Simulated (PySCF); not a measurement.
# One shape, several levels: AlH2Br (SMILES [AlH2][Br])

Aim: a comparison of 6 runs (B2PLYP/STO-6G, B3LYP/STO-6G, PBE/STO-6G, PBE0/STO-6G, SVWN5/STO-6G, wB97X-V/STO-6G) of AlH2Br. The job is set up through a Python script.

The calculation is run with PySCF 2.14.0.

11 further runs of the same task are left out: 9 for a known fault of the program, 2 set aside as unsound or not needed.

**1. The structure to begin with**

AlH2Br: 4 atoms, total charge 0, spin state singlet. As SMILES, `[AlH2][Br]`. The coordinates come from a PBE0-D4/def2-TZVP relaxation.

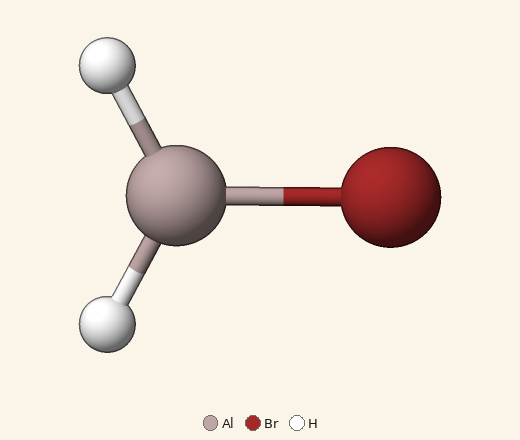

The structure, seen from a chosen angle (aluminium light grey, bromine red, hydrogen white).

**2. A single-point energy at B2PLYP/STO-6G (run 1)**

mol.xyz reads:

```xyz
4

Al    -0.148300    -0.064700    -0.110300
Br     1.684900     0.496600     1.079700
H     -0.561600    -1.584800    -0.139200
H     -0.919700     1.092700    -0.850400
```

run.py reads:

```python
# [AlH2][Br]
from pyscf import gto, dft, mp

molecule = gto.M(
    atom='mol.xyz',
    charge=0,
    basis='sto-6g',
    verbose=4,
    max_memory=1860,
)

ks = dft.RKS(molecule, xc='0.53*HF + 0.47*B88, 0.73*LYP')
ks.conv_tol = 1e-10
ks.grids.level = 5
ks.kernel()
if not ks.converged:
    ks = ks.newton().run(ks.mo_coeff, ks.mo_occ)

pt = mp.MP2(ks, frozen=14).run()
energy = ks.e_tot + 0.27 * pt.e_corr
print('PT2 part  %.8f' % (0.27 * pt.e_corr))
print('E = %.10f Eh' % energy)
```

The run is started by

```sh
$ OMP_NUM_THREADS=1 python run.py
```

The log of the run:

```text
PySCF version 2.14.0

[... 70 lines left out ...]
converged SCF energy = -2803.27016444845
[... 1 line left out ...]
******** <class 'pyscf.mp.mp2.RMP2'> ********
nocc = 11, nmo = 15
frozen orbitals 14
E(RMP2) = -2803.31642064567  E_corr = -0.0462561972253265
E(SCS-RMP2) = -2803.32280886417  E_corr = -0.0526444157233037
E_corr(same-spin) = -0.00330348570817856
E_corr(oppo-spin) = -0.0429527115171479
PT2 part  -0.01248917
E = -2803.2826536217 Eh
```

It took 7.2 s on 1 thread of Arm Neoverse V1, shared host; peak memory 0.24 GiB.

**3. The energy at B3LYP/STO-6G (run 2)**

input.xyz reads:

```xyz
4

Al    -0.148300    -0.064700    -0.110300
Br     1.684900     0.496600     1.079700
H     -0.561600    -1.584800    -0.139200
H     -0.919700     1.092700    -0.850400
```

run.py reads:

```python
from pyscf import gto, dft

system = gto.M(
    atom='input.xyz',
    max_memory=1860,
    charge=0,
    verbose=3,
    basis='sto-6g',
)

mf = dft.RKS(system)
mf.xc = 'b3lyp'
mf.conv_tol = 1e-10
mf.grids.level = 5
mf.kernel()
if not mf.converged:
    mf = mf.newton().run(mf.mo_coeff, mf.mo_occ)

energy = mf.e_tot
print(f'total energy: {energy:.8f} hartree')
```

The run is started by

```sh
$ OMP_NUM_THREADS=1 python run.py
```

The log of the run:

```text
converged SCF energy = -2803.76679294887
total energy: -2803.76679295 hartree
```

Wall time 4.8 s (1 thread of Arm Neoverse V1, shared host); peak memory 0.24 GiB.

Run 3 isn't shown in full; the table further down has it.

**4. The energy at PBE0/STO-6G (run 4)**

run.py reads:

```python
from pyscf import gto, dft

mol = gto.Mole()
mol.atom = [
    ('Al', (-0.148300, -0.064700, -0.110300)),
    ('Br', (1.684900, 0.496600, 1.079700)),
    ('H', (-0.561600, -1.584800, -0.139200)),
    ('H', (-0.919700, 1.092700, -0.850400)),
]
mol.verbose = 3
mol.basis = 'sto-6g'
mol.max_memory = 1860
mol.build()

mf = dft.RKS(mol)
mf.xc = 'pbe0'
mf.conv_tol = 1e-10
mf.grids.level = 5
mf.kernel()
if not mf.converged:
    mf = mf.newton().run(mf.mo_coeff, mf.mo_occ)

energy = mf.e_tot
print('Final energy', energy)
```

The run is started by

```sh
$ OMP_NUM_THREADS=1 python run.py
```

The log of the run:

```text
converged SCF energy = -2803.42427023123
Final energy -2803.424270231227
```

Wall time 4.5 s (1 thread of Arm Neoverse V1, shared host); peak memory 0.24 GiB.

Run 5 isn't shown in full; the table further down has it.

**5. A single-point energy at wB97X-V/STO-6G (run 6)**

job.py reads:

```python
from pyscf import gto, dft

mol = gto.M(
    atom='Al -0.148300 -0.064700 -0.110300; Br 1.684900 0.496600 1.079700; H -0.561600 -1.584800 -0.139200; H -0.919700 1.092700 -0.850400',
    verbose=3,
    charge=0,
    spin=0,
    max_memory=1860,
    basis='sto-6g',
)

myscf = dft.RKS(mol, xc='wb97x-v')
myscf.nlcgrids.level = 1
myscf.conv_tol = 1e-10
myscf.grids.level = 5
myscf.kernel()
if not myscf.converged:
    myscf = myscf.newton().run(myscf.mo_coeff, myscf.mo_occ)

e_final = myscf.e_tot
print('E = %.10f Eh' % e_final)
```

The run is started by

```sh
$ OMP_NUM_THREADS=1 python job.py
```

The log of the run:

```text
converged SCF energy = -2803.56240706194
E = -2803.5624070619 Eh
```

It took 28 s on 1 thread of Arm Neoverse V1, shared host; peak memory 0.24 GiB.

**6. All runs side by side**

```
run           level  frozen core orbitals  nlc grid   energy (Eh)  dipole moment (D)  HOMO energy (eV)  LUMO energy (eV)  wall time
  1   B2PLYP/STO-6G                    14         –  -2803.282654               2.42             -5.82              5.03      7.2 s
  2    B3LYP/STO-6G                     –         –  -2803.766793               2.13             -4.41              3.15      4.8 s
  3      PBE/STO-6G                     –         –  -2803.183268               1.98             -3.30              2.37      4.5 s
  4     PBE0/STO-6G                     –         –  -2803.424270               2.27             -4.69              3.46      4.5 s
  5    SVWN5/STO-6G                     –         –  -2798.818641               2.08             -3.30              2.19      3.3 s
  6  wB97X-V/STO-6G                     –         1  -2803.562407               2.42             -7.07              5.89       28 s
```

**7. What came out**

| quantity | value |
| --- | --- |
| run 6: total energy | -2803.56241 Eh |
| run 6: dipole moment | 2.42 D |
| run 6: HOMO energy | -7.07 eV |
| run 6: LUMO energy | 5.89 eV |
| run 6: HOMO–LUMO gap | 12.96 eV |

The dipole moment (its size) runs from 1.98 D (PBE/STO-6G) to 2.42 D (B2PLYP/STO-6G). A double hybrid's value is that of its SCF part. The HOMO–LUMO gap runs from 5.49 eV (SVWN5/STO-6G) to 12.96 eV (wB97X-V/STO-6G). Totals of different functionals can't be ranked against each other. In runs 1, 2, 3, 4, 5, 6 the basis is minimal, so the values are rough. All runs together took 52 s, the longest 28 s.
